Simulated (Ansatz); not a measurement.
# BFH2O: what the fields show

Input file:

```
crystal:
  periodic: [false, false, false]
  atoms:
    - { symbol: B, position_ang: [0.0, 0.0, 0.0] }
    - { symbol: F, position_ang: [0.0, 0.0, 1.32] }
    - { symbol: H, position_ang: [1.0305, 0.0, -0.595] }
    - { symbol: O, position_ang: [-1.2211, 0.0, -0.705] }
    - { symbol: H, position_ang: [-1.7308, -0.8467, -0.4965] }
basis:
  gaussian: { orbitals: "6-31G*" }
hamiltonian:
  xc: revpbe
relax:
  f_tol: 0.02
  max_steps: 40
output:
  orbitals: {}
```

Command:

```sh
ansatz run input.yaml --threads 1 --pin off --max-ram 2048MiB --backend cpu --events-out ev --progress --plain --runs-dir out
```

The fields are those of the relaxed geometry.

Theory: Ansatz 0.2.0, RKS revPBE/6-31G*.

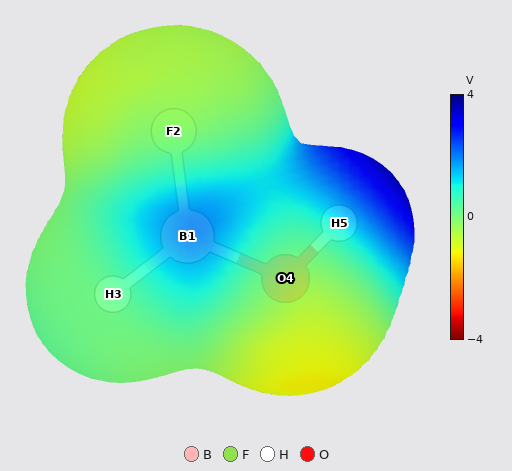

Figure 1. The molecular electrostatic potential painted on the density surface at 0.004 e/bohr³, seen across its widest extent; the colour scale runs from red (negative) to blue (positive).

Question: Describe the electrostatic potential map.

Answer: The most negative region (about −1.2 V) lies over O4, the most positive (about +3.5 V) over H5. O4 is the likeliest acceptor of a hydrogen bond.

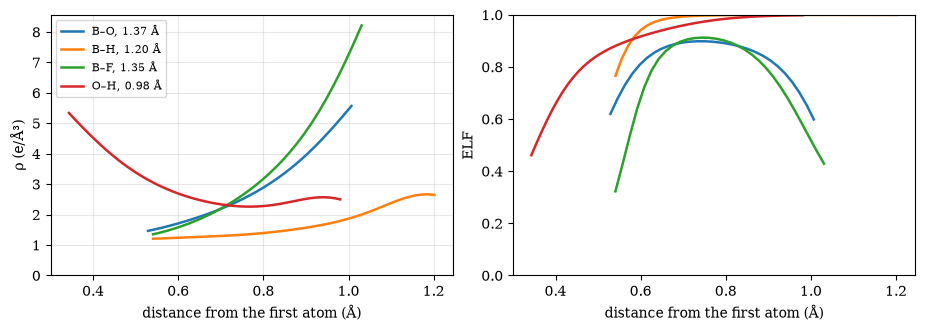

Figure 2. Total electron density and electron localisation function along straight lines between neighbouring atoms. The curves leave out the atomic cores.

Question: What can be read from the curves?

Answer: B–O (1.37 Å): ρ at the midpoint is about 2.1 e/Å³; the ELF peaks at about 0.90 between the atoms; a polar covalent bond.
B–H (1.20 Å): ρ at the midpoint is about 1.2 e/Å³; the ELF climbs to about 1 towards the hydrogen, as it does in any bond to H; an ordinary covalent bond to hydrogen.
B–F (1.35 Å): the density is about 2 e/Å³ at the midpoint; the ELF peaks at about 0.90 between the atoms (a polar covalent bond).
O–H (0.98 Å): ρ at the midpoint is about 3.5 e/Å³; the ELF climbs to about 1 towards the hydrogen (an ordinary covalent bond to hydrogen).

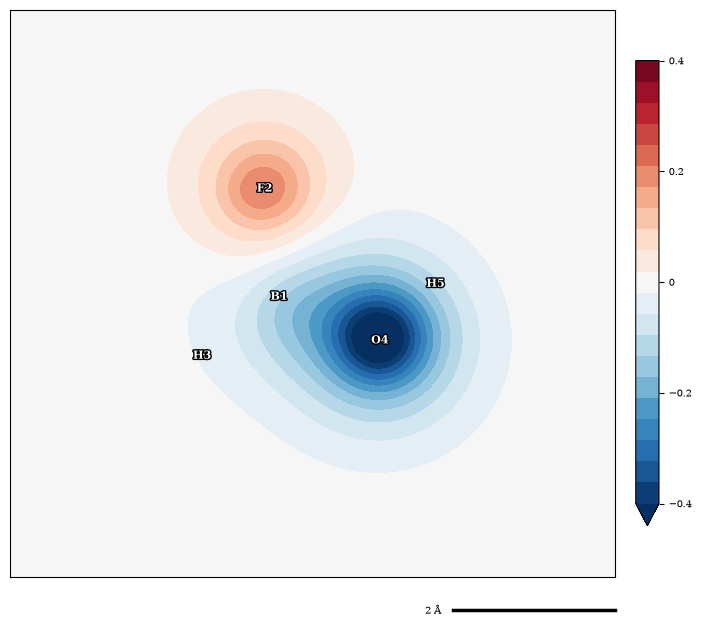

Figure 3. The HOMO on a plane 0.8 Å above the molecular plane (values in Å⁻³ᐟ²; the overall sign is arbitrary).

Question: Describe this orbital and give its energy.

Answer: By Hirshfeld shares it lies mainly on O4 (about 70 %) and F2 (about 15 %); it changes sign across the molecular plane (π type); π-antibonding (a node) across B1–F2. Its energy is −8.24 eV.
